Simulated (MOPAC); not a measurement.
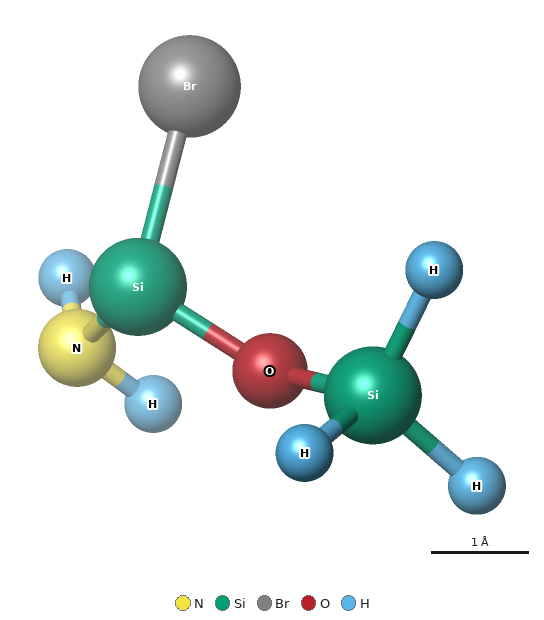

**Figure 1.** The structure (ball-and-stick view, seen at a tilt). Bond lengths as drawn: Br–Si 2.22 Å, H–N 1.01 to 1.07 Å, H–Si 1.48 to 1.53 Å, N–Si 1.67 Å and O–Si 1.61 to 1.66 Å.

## Si2NH5BrO: property calculation (part 1 of 2)

The run: property calculation of Si2NH5BrO, multiplicity 2, SMILES N[Si](Br)O[SiH3]. Method and program: PM7-HH, unrestricted, dispersion built in, COSMO solvent ethanol (MOPAC 23.2.5).

The geometry: force field.

### The input (calc.mop)
```
PM7-HH DOUBLET VECTORS 1SCF MULLIK EPS=24.9 PI AUX(PRECISION=9) THREADS=1
BrH5NOSi2
N[Si](Br)O[SiH3]
N     0.000000  0    0.000000  0    0.000000  0   0   0   0
Si    1.665698  1    0.000000  0    0.000000  0   1   0   0
Br    2.216428  1  103.882520  1    0.000000  0   2   1   0
O     1.655822  1  106.118230  1 -115.990210  1   2   1   3
Si    1.607352  1  140.763920  1 -167.551600  1   4   2   1
H     1.010917  1  110.275470  1 -123.576210  1   1   2   4
H     1.070121  1  100.945580  1 -110.881360  1   1   6   2
H     1.489168  1  112.223290  1 -178.250360  1   5   4   2
H     1.528771  1  108.785880  1 -124.614300  1   5   8   4
H     1.478362  1  108.033350  1 -115.938350  1   5   8   9
```

Run on 1 thread of Arm Neoverse N1, 54 GiB of memory available, shared host.

Command:
```bash
mopac calc.mop
```

### Log
```
MOPAC v23.2.5
PM7-HH CALCULATION RESULTS

 *  PM7        - The PM7 Hamiltonian to be used
 *  DOUBLET    - SPIN STATE DEFINED AS A DOUBLET
 *  EPS=24.9   - USE COSMO IMPLICIT SOLVATION MODEL
 *  1SCF       - DO 1 SCF AND THEN STOP
 *  THREADS=1  - MULTI-THREADING NOT USED
 *  AUX        - OUTPUT AUXILIARY INFORMATION
 *  VECTORS    - FINAL EIGENVECTORS TO BE PRINTED
 *  MULLIK     - THE MULLIKEN ANALYSIS TO BE PERFORMED
 *  PI         - BONDS MATRIX, SPLIT INTO SIGMA-PI-DELL COMPONENTS, TO BE PRINTED
PM7-HH DOUBLET VECTORS 1SCF MULLIK EPS=24.9 PI AUX(PRECISION=9) THREADS=1
 BrH5NOSi2
 N[Si](Br)O[SiH3]
  ATOM    CHEMICAL      BOND LENGTH      BOND ANGLE     TWIST ANGLE
 NUMBER    SYMBOL       (ANGSTROMS)      (DEGREES)       (DEGREES)
   (I)                     NA:I           NB:NA:I       NC:NB:NA:I       NA    NB    NC
     1       N          0.00000000       0.0000000       0.0000000        0     0     0
     2      Si          1.66569800  *    0.0000000       0.0000000        1     0     0
     3      Br          2.21642800  *  103.8825200  *    0.0000000        2     1     0
     4       O          1.65582200  *  106.1182300  * -115.9902100  *     2     1     3
     5      Si          1.60735200  *  140.7639200  * -167.5516000  *     4     2     1
     6       H          1.01091700  *  110.2754700  * -123.5762100  *     1     2     4
     7       H          1.07012100  *  100.9455800  * -110.8813600  *     1     6     2
     8       H          1.48916800  *  112.2232900  * -178.2503600  *     5     4     2
     9       H          1.52877100  *  108.7858800  * -124.6143000  *     5     8     4
    10       H          1.47836200  *  108.0333500  * -115.9383500  *     5     8     9

          CARTESIAN COORDINATES

    NO.       ATOM           X           Y           Z

     1         N          0.0000      0.0000      0.0000
     2        Si          1.6657      0.0000      0.0000
     3        Br          2.1975      2.1517      0.0000
     4         O          2.1254     -0.6971     -1.4299
     5        Si          3.4248     -1.2974     -2.1612
     6         H         -0.3503      0.9400      0.1252
     7         H         -0.2809     -0.1880     -1.0153
     8         H          3.1296     -1.7566     -3.5466
     9         H          4.5735     -0.2899     -2.2107
    10         H          3.9010     -2.4619     -1.3848

           Empirical Formula: H5 N O Si2 Br  =    10 atoms

      MOLECULAR POINT GROUP   :   C1

 DOUBLET STATE CALCULATION

          UHF CALCULATION, NO. OF ALPHA ELECTRONS =   16
                           NO. OF BETA  ELECTRONS =   15

 -------------------------------------------------------------------------------
 PM7-HH DOUBLET VECTORS 1SCF MULLIK EPS=24.9 PI AUX(PRECISION=9) THREADS=1
 BrH5NOSi2
 N[Si](Br)O[SiH3]

     1SCF WAS SPECIFIED, SO BFGS WAS NOT USED
     SCF FIELD WAS ACHIEVED

                              PM7-HH CALCULATION

          FINAL HEAT OF FORMATION =        -98.95515 KCAL/MOL =    -414.02833 KJ/MOL
          VAN DER WAALS AREA      =        157.40 SQUARE ANGSTROMS

          DIELECTRIC ENERGY       =         -0.29994 EV
          COSMO AREA              =        157.40 SQUARE ANGSTROMS
          COSMO VOLUME            =        156.83 CUBIC ANGSTROMS

          IONIZATION POTENTIAL    =          9.628835 EV
          ALPHA SOMO LUMO (EV)    =         -9.629 -0.624
          BETA  SOMO LUMO (EV)    =        -10.014 -1.646
          NO. OF ALPHA ELECTRONS  =         16
          NO. OF BETA  ELECTRONS  =         15
          MOLECULAR WEIGHT        =        171.1206         POINT GROUP:  C1

          MOLECULAR DIMENSIONS (Angstroms)

            Atom       Atom       Distance
            H     8    H     6     5.73269
           Br     3    H     7     3.54774
           Br     3    H    10     2.34665

          SCF CALCULATIONS        =          2

          WALL-CLOCK TIME         =      0.039 SECONDS
          COMPUTATION TIME        =      0.038 SECONDS

  ATOM    CHEMICAL      BOND LENGTH      BOND ANGLE     TWIST ANGLE
 NUMBER    SYMBOL       (ANGSTROMS)      (DEGREES)       (DEGREES)
   (I)                     NA:I           NB:NA:I       NC:NB:NA:I       NA    NB    NC
     1       N          0.00000000       0.0000000       0.0000000        0     0     0
     2      Si          1.66569800  *    0.0000000       0.0000000        1     0     0
     3      Br          2.21642800  *  103.8825200  *    0.0000000        2     1     0
     4       O          1.65582200  *  106.1182300  * -115.9902100  *     2     1     3
     5      Si          1.60735200  *  140.7639200  * -167.5516000  *     4     2     1
     6       H          1.01091700  *  110.2754700  * -123.5762100  *     1     2     4
     7       H          1.07012100  *  100.9455800  * -110.8813600  *     1     6     2
     8       H          1.48916800  *  112.2232900  * -178.2503600  *     5     4     2
     9       H          1.52877100  *  108.7858800  * -124.6143000  *     5     8     4
    10       H          1.47836200  *  108.0333500  * -115.9383500  *     5     8     9

                             CARTESIAN COORDINATES

   1    N        0.000000000     0.000000000     0.000000000
   2   Si        1.665698000     0.000000000     0.000000000
   3   Br        2.197489741     2.151685531     0.000000000
   4    O        2.125387856    -0.697087178    -1.429860552
   5   Si        3.424767479    -1.297421178    -2.161155388
   6    H       -0.350317195     0.939978444     0.125186140
   7    H       -0.280871765    -0.187978433    -1.015349258
   8    H        3.129561762    -1.756645998    -3.546647171
   9    H        4.573505353    -0.289906018    -2.210706042
  10    H        3.900997812    -2.461881015    -1.384758478

           Empirical Formula: H5 N O Si2 Br  =    10 atoms

      MOLECULAR POINT GROUP   :   C1

          ALPHA EIGENVECTORS

   Root No.       8         9        10        11        12        13        14        15

                 8 A       9 A      10 A      11 A      12 A      13 A      14 A      15 A

               -15.014   -14.476   -13.188   -12.470   -11.824   -11.698   -10.781   -10.351

  S   N    1    0.0421    0.0899    0.1712   -0.0743   -0.0829    0.0816   -0.0660   -0.0870
  Px  N    1   -0.3029    0.0999   -0.1660    0.2260    0.0031   -0.2139    0.0939    0.2900
  Py  N    1    0.0042   -0.3367   -0.1287    0.1597    0.1106   -0.1552    0.0890    0.2949
  Pz  N    1   -0.0479   -0.0268    0.3714   -0.1205   -0.1363    0.1614   -0.1516   -0.1729
  S  Si    2   -0.0621    0.1065   -0.2024   -0.1967    0.0691    0.0307    0.0273   -0.0245
  Px Si    2    0.2662    0.1095   -0.0255   -0.3675    0.0139    0.1532   -0.0345   -0.1265
  Py Si    2   -0.2779    0.0236   -0.3478    0.0934   -0.0317    0.0288   -0.0903    0.0260
  Pz Si    2    0.0978    0.1352   -0.0241   -0.3132    0.1680    0.2003    0.1339   -0.1153
  x2 Si    2   -0.0222    0.0677    0.0421    0.0042   -0.0352    0.0050    0.0095    0.0526
  xz Si    2    0.0003   -0.0454   -0.0745   -0.0107    0.0514    0.0121    0.0184    0.0196
  z2 Si    2   -0.0647   -0.0299    0.0306   -0.0107   -0.0030    0.0461    0.0298   -0.0104
  yz Si    2    0.0433   -0.0590   -0.0087   -0.0226    0.0501    0.0165    0.0493    0.0173
  xy Si    2   -0.0337    0.0495    0.0236   -0.0580   -0.0135    0.0684   -0.0514    0.0103
  S  Br    3    0.0754   -0.0408    0.1926    0.0679   -0.0245   -0.0252    0.0347    0.0193
  Px Br    3    0.0852    0.0928    0.2256   -0.2023   -0.0904    0.2424   -0.3061    0.8298
  Py Br    3    0.1558   -0.1334    0.5485    0.3261   -0.0884   -0.1835    0.2855   -0.0136
  Pz Br    3    0.0578   -0.0253   -0.0341   -0.1956    0.2478    0.2083    0.7795    0.2304
  x2 Br    3    0.0034   -0.0071    0.0086    0.0085    0.0000   -0.0042    0.0026    0.0003
  xz Br    3   -0.0005   -0.0009   -0.0013    0.0013   -0.0012   -0.0010   -0.0015    0.0005
  z2 Br    3    0.0016   -0.0012    0.0069    0.0022   -0.0011    0.0004    0.0011   -0.0005
  yz Br    3   -0.0040    0.0012    0.0017    0.0065   -0.0050   -0.0042   -0.0059    0.0002
  xy Br    3   -0.0064   -0.0046   -0.0078    0.0052    0.0013   -0.0038    0.0024   -0.0018
  S   O    4   -0.0630   -0.0973    0.0419   -0.0079    0.0374    0.0878    0.0001   -0.0238
  Px  O    4    0.2201    0.6225   -0.0600    0.0989   -0.2235   -0.3305    0.1271    0.0798
  Py  O    4   -0.4729    0.2874    0.2390   -0.0055   -0.3254    0.1765    0.2881   -0.0280
  Pz  O    4    0.4755   -0.0153    0.0239   -0.0572    0.0034   -0.3138    0.0209    0.0326
  S  Si    5   -0.0813   -0.0826    0.0231    0.0171    0.0133   -0.0045   -0.0012    0.0048
  Px Si    5   -0.0185   -0.0169    0.1471    0.1933    0.2739    0.2160   -0.0282   -0.0396
  Py Si    5   -0.1587    0.3437    0.1943    0.0190    0.4919   -0.1682   -0.0892    0.0060
  Pz Si    5    0.3001    0.2146   -0.1539    0.4270   -0.0084    0.3501   -0.0131    0.0029
  x2 Si    5    0.0017   -0.0372   -0.0039   -0.0075    0.0770   -0.0043   -0.0311   -0.0051
  xz Si    5   -0.0479   -0.0224    0.0090    0.0029   -0.0387    0.0332    0.0155   -0.0019
  z2 Si    5    0.0467   -0.0082   -0.0094   -0.0687   -0.0551   -0.0944    0.0209    0.0095
  yz Si    5   -0.0209    0.0397    0.0156   -0.0598   -0.0133   -0.0733    0.0086    0.0086
  xy Si    5    0.0301   -0.0211    0.0231   -0.0106    0.1122   -0.0525   -0.0404    0.0028
  S   H    6    0.0832   -0.2242    0.0259    0.0063    0.0500   -0.0145    0.0148    0.0578
  S   H    7    0.0843    0.0611   -0.1719   -0.0226    0.0711   -0.0116    0.0637   -0.0142
  S   H    8   -0.1673   -0.2195    0.0531   -0.3389   -0.1736   -0.3193    0.0562    0.0194
  S   H    9   -0.1157    0.0563    0.1802    0.1241    0.4854    0.0261   -0.1141   -0.0170
  S   H   10    0.0934   -0.1512   -0.1146    0.2358   -0.2693    0.3508    0.0717   -0.0162

   Root No.      16        17        18        19        20        21        22        23

                16 A      17 A      18 A      19 A      20 A      21 A      22 A      23 A

                -9.629    -0.624     0.110     1.556     2.520     2.643     4.115     5.873

  S   N    1   -0.1467    0.0619    0.1500    0.1564    0.0208    0.0167   -0.3055   -0.1058
  Px  N    1    0.1997    0.0680    0.2987    0.2359    0.0203    0.0228   -0.0879    0.3298
  Py  N    1    0.2730   -0.0609    0.0236    0.0746    0.0038    0.0095   -0.1958    0.0543
  Pz  N    1   -0.2655   -0.0216    0.0403   -0.0728   -0.0037   -0.0044    0.2390    0.4221
  S  Si    2    0.2649    0.0381    0.1655   -0.2094   -0.0127   -0.0223    0.5155   -0.3704
  Px Si    2    0.1532    0.1551    0.6311    0.2799    0.0397    0.0366   -0.0857    0.1430
  Py Si    2   -0.3788    0.6893    0.0385   -0.1754    0.0220   -0.0401    0.0100   -0.0152
  Pz Si    2    0.5048    0.3210   -0.3580   -0.1134   -0.0133   -0.0334   -0.2406    0.0516
  x2 Si    2    0.0116    0.0585    0.0789    0.0341   -0.0001    0.0115   -0.0183    0.0434
  xz Si    2    0.0510   -0.0088    0.0531   -0.0002    0.0094    0.0104    0.0206   -0.0542
  z2 Si    2    0.0435    0.0559   -0.0558   -0.0587   -0.0121   -0.0073   -0.0041   -0.0097
  yz Si    2   -0.0589    0.0530   -0.0357   -0.0107    0.0102   -0.0085   -0.0595    0.0409
  xy Si    2   -0.0434   -0.0273    0.0007    0.0062   -0.0052    0.0049    0.0018    0.0127
  S  Br    3    0.0327   -0.1072   -0.0528    0.0503   -0.0042    0.0084   -0.0805    0.0504
  Px Br    3    0.0050    0.0940   -0.0528   -0.0736   -0.0005   -0.0138    0.0634   -0.0327
  Py Br    3    0.1942    0.4373    0.2399   -0.1424    0.0100   -0.0183    0.1919   -0.1025
  Pz Br    3   -0.4028   -0.0824    0.0618    0.0157   -0.0017    0.0054    0.0308   -0.0083
  x2 Br    3   -0.0003   -0.0065   -0.0073    0.0021   -0.0004    0.0001   -0.0039    0.0037
  xz Br    3    0.0003   -0.0012    0.0016    0.0008    0.0002    0.0003    0.0012   -0.0009
  z2 Br    3   -0.0006   -0.0035   -0.0035    0.0013   -0.0001   -0.0002   -0.0043    0.0013
  yz Br    3   -0.0031   -0.0052    0.0048    0.0003   -0.0001    0.0004    0.0032   -0.0009
  xy Br    3   -0.0005    0.0031   -0.0051   -0.0044   -0.0002   -0.0013    0.0046   -0.0018
  S   O    4    0.0130    0.1677   -0.1959    0.1523    0.0068   -0.0042   -0.0890    0.0509
  Px  O    4   -0.0685   -0.0231   -0.1732    0.2362   -0.0551   -0.0665    0.1404   -0.0349
  Py  O    4    0.1851   -0.0530   -0.1011   -0.1177   -0.1255    0.0105   -0.1280    0.0319
  Pz  O    4   -0.1456    0.1791   -0.1776   -0.2018    0.0027   -0.1271   -0.2044    0.0681
  S  Si    5   -0.0050   -0.0545    0.0663   -0.0995    0.0147   -0.0016    0.0741   -0.0925
  Px Si    5   -0.0047    0.2045   -0.2953    0.5435    0.2830    0.2857    0.2196   -0.0532
  Py Si    5   -0.0186   -0.1227    0.1016   -0.2988    0.6106   -0.0706   -0.1000    0.0314
  Pz Si    5    0.0210   -0.0728    0.1042   -0.3277   -0.0663    0.6067   -0.1049    0.0304
  x2 Si    5   -0.0094    0.0219   -0.0069    0.0587   -0.0190    0.0455    0.0341   -0.0071
  xz Si    5    0.0106   -0.0364    0.0405   -0.0780    0.0273    0.0376   -0.0411    0.0160
  z2 Si    5   -0.0103    0.0091   -0.0093   -0.0391    0.0794    0.0827   -0.0104   -0.0003
  yz Si    5   -0.0020    0.0268   -0.0275    0.0317   -0.0526    0.1081    0.0215   -0.0076
  xy Si    5   -0.0336   -0.0045    0.0392   -0.0665   -0.1074    0.0184   -0.0363    0.0106
  S   H    6    0.0995   -0.1308   -0.0552   -0.0695   -0.0164   -0.0036    0.3333    0.0607
  S   H    7    0.1116    0.0489   -0.1171   -0.1183   -0.0161   -0.0213    0.3102    0.6887
  S   H    8   -0.0305    0.0282   -0.0508   -0.1478    0.1532    0.5492   -0.1171    0.0763
  S   H    9   -0.0463    0.0045    0.0594   -0.0813   -0.5757   -0.1283   -0.1304    0.0673
  S   H   10    0.0509   -0.0580    0.0198   -0.1037    0.3778   -0.4208   -0.1289    0.0765

           BETA EIGENVECTORS

   Root No.       8         9        10        11        12        13        14        15

                 8 A       9 A      10 A      11 A      12 A      13 A      14 A      15 A

               -14.816   -14.324   -13.065   -12.052   -11.686   -11.329   -10.669   -10.014
```
